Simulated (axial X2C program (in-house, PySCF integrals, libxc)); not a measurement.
## Relativistic diatomic calculation, with input and output: ZrCl⁻

- system: ZrCl⁻, single determinant with Ω = 1. The distance is the PBE0 minimum at charge −1.
- method: expectation values, HF and Kohn-Sham, two-component X2C with atomic mean-field Coulomb and Gaunt terms, Zr dyall-acv3z, Cl dyall-av3z (cores contracted) (axial X2C program (in-house, PySCF integrals, libxc))

## Input
```
{"zs": [40, 17], "q": -1, "bas": ["dyall-acv3z", "dyall-av3z"], "r0": 2.53, "levels": ["PBE0", "HF", "r2SCAN", "PBE", "LDA"], "nst": 3}
```

The line is the task of a batch: nuclear charges, charge, bases, the levels to run, a first guess of the distance and further settings. This report covers the levels named above. The log is that of the reference distance.

The run was one of a batch that the task file lists, launched with:
```bash
python <driver script> task.json out
```

## Output
```
two-component X2C + atomic mean field  PBE0
basis functions 232  fitting functions 1068  grid points 5082
iter        total energy     max residual
   1      -4057.636591516     2.43e+00
   2      -4058.150241942     8.49e-03
   3      -4058.149784549     1.09e-02
   4      -4058.151821633     1.06e-03
   5      -4058.151840396     4.70e-04
   6      -4058.151848175     1.71e-04
   7      -4058.151848823     2.73e-05
   8      -4058.151848850     9.17e-06
   9      -4058.151848862     3.80e-06
  10      -4058.151848865     1.16e-06
  11      -4058.151848866     4.29e-07
converged
one-electron -5896.91516539  Coulomb 1840.57856675  exact exchange -35.20212576  xc functional -107.96081641  nuclear repulsion 143.02086782  atomic mean-field constant -1.67317586
```

## Expectation values by level of theory

| quantity | PBE0 | HF | r2SCAN | PBE | LDA |
| --- | --- | --- | --- | --- | --- |
| effective field for an electron dipole moment (GV/cm) | 1.44 | 2.83 | 1.60 | 1.41 | 1.09 |
| field gradient at the first nucleus (a.u.) | 0.584 | 0.0491 | 0.459 | 0.826 | 1.14 |
| field gradient at the second nucleus (a.u.) | 0.418 | 0.270 | 0.389 | 0.442 | 0.466 |
| A∥/gI, first nucleus (MHz) | 162 | 334 | 333 | 99.5 | 29.8 |
| A∥/gI, second nucleus (MHz) | −13.3 | −11.5 | −15.4 | −14.8 | −15.9 |

Each column comes from one determinant with 2 or more unpaired spinors, which can mix states, in a basis with contracted cores. The levels disagree widely: the effective field runs from 1.09 to 2.83 GV/cm, A∥/gI at the first nucleus runs from 29.8 to 334 MHz and the field gradient at the first nucleus runs from 0.0491 to 1.14 a.u. They may not all have settled in the same state, and these values aren't reliable properties of the molecule.

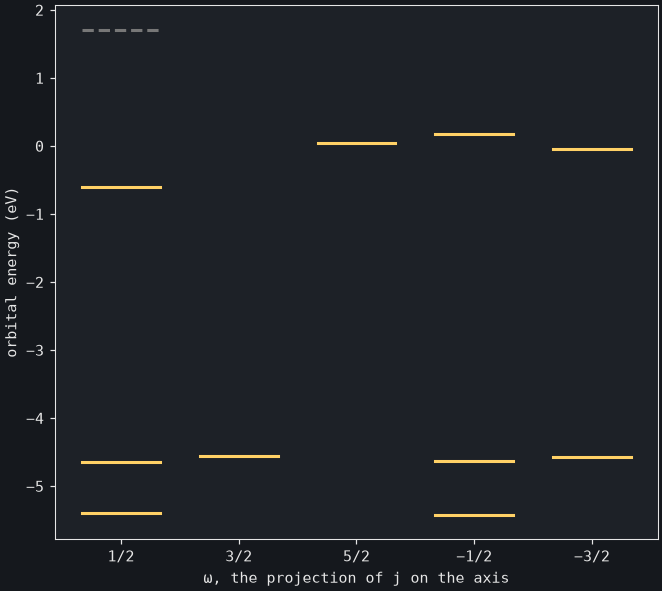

*Orbital energies (PBE0) near the frontier at 2.52 Å, filled (solid) and empty (dashed).*

The highest filled spinor (−1/2; 64 % Zr s, 28 % Zr p) lies at 0.17 eV, the lowest empty one (1/2; 100 % Zr p) at 1.71 eV. A filled level above zero is held only by the finite basis .

## Key numbers

- outcome: converged; the levels of theory disagree widely; a filled level lies above zero
- hardware: 1 thread of AMD EPYC (Zen 5), 192 GiB of memory available, shared host
- wall time: 3 s
- peak memory: 0.43 GiB

## Remarks

The highest filled level (PBE0, up to 0.17 eV) lies above zero. That is common for anions, where the functional's self-interaction leaves the outer electrons unbound; only the finite basis holds them, so such levels depend on it.
